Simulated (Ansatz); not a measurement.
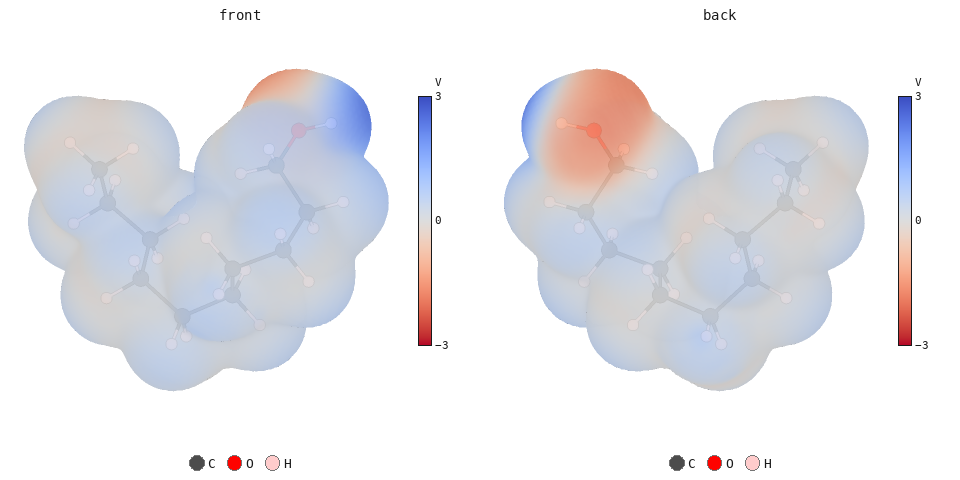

*C$_{10}$H$_{22}$O. The molecular electrostatic potential painted on the density surface at 0.002 e/bohr³, seen from the front and from behind; red is negative and blue positive.*

Geometry: PBE0-D4/def2-TZVP.

Method: RKS PBE0-D4/def2-TZVPP in Ansatz.

Input file:

```
crystal:
  periodic: [false, false, false]
  atoms:
    - {symbol: C, position_ang: [0.136880, -0.113841, 3.344371]}
    - {symbol: C, position_ang: [-0.558537, 1.185331, 2.969573]}
    - {symbol: C, position_ang: [-0.881465, 1.303659, 1.485568]}
    - {symbol: C, position_ang: [-1.928633, 0.313649, 0.997966]}
    - {symbol: C, position_ang: [-2.297298, 0.475472, -0.472768]}
    - {symbol: C, position_ang: [-1.144720, 0.279059, -1.451298]}
    - {symbol: C, position_ang: [-0.518832, -1.105710, -1.394123]}
    - {symbol: C, position_ang: [0.578213, -1.334504, -2.428606]}
    - {symbol: C, position_ang: [1.779819, -0.403493, -2.310265]}
    - {symbol: C, position_ang: [2.503162, -0.509375, -0.981860]}
    - {symbol: O, position_ang: [3.619696, 0.350833, -0.893711]}
    - {symbol: H, position_ang: [1.064102, -0.237535, 2.776509]}
    - {symbol: H, position_ang: [0.395176, -0.133284, 4.405631]}
    - {symbol: H, position_ang: [-0.491779, -0.984996, 3.145992]}
    - {symbol: H, position_ang: [0.078502, 2.026796, 3.260741]}
    - {symbol: H, position_ang: [-1.483064, 1.288857, 3.550086]}
    - {symbol: H, position_ang: [0.046867, 1.180989, 0.915342]}
    - {symbol: H, position_ang: [-1.233005, 2.320128, 1.271889]}
    - {symbol: H, position_ang: [-1.588060, -0.710590, 1.178971]}
    - {symbol: H, position_ang: [-2.835417, 0.435876, 1.602090]}
    - {symbol: H, position_ang: [-3.095776, -0.234625, -0.718011]}
    - {symbol: H, position_ang: [-2.721605, 1.474931, -0.623605]}
    - {symbol: H, position_ang: [-0.380848, 1.042054, -1.271187]}
    - {symbol: H, position_ang: [-1.510603, 0.460001, -2.469001]}
    - {symbol: H, position_ang: [-0.121269, -1.293711, -0.391544]}
    - {symbol: H, position_ang: [-1.304226, -1.855656, -1.545049]}
    - {symbol: H, position_ang: [0.150118, -1.228543, -3.431594]}
    - {symbol: H, position_ang: [0.923858, -2.372186, -2.354967]}
    - {symbol: H, position_ang: [2.489069, -0.642042, -3.113280]}
    - {symbol: H, position_ang: [1.482062, 0.637968, -2.464957]}
    - {symbol: H, position_ang: [1.845640, -0.215280, -0.160556]}
    - {symbol: H, position_ang: [2.795360, -1.555032, -0.799781]}
    - {symbol: H, position_ang: [4.206621, 0.154775, -1.628546]}
basis:
  gaussian: {orbitals: def2-TZVPP}
hamiltonian: {xc: pbe0, dispersion: d4}
output: {orbitals: {seedname: orbitals}}
```

Command:

```sh
ansatz run in.yaml --threads 10 --pin off --events-out ev --progress --plain --max-ram 110592MiB --backend cuda --devices 0, --max-vram 75GiB
```

**Which sites attract a positive test charge, and which a negative one?**

A positive charge is drawn to the negative regions and a negative charge to the positive ones. The most negative region (about −1.6 V, or −37 kcal/mol for a unit charge) lies over O11, the most positive (about +2.1 V, or +48 kcal/mol for a unit charge) over H33. O11 is the likeliest acceptor of a hydrogen bond.
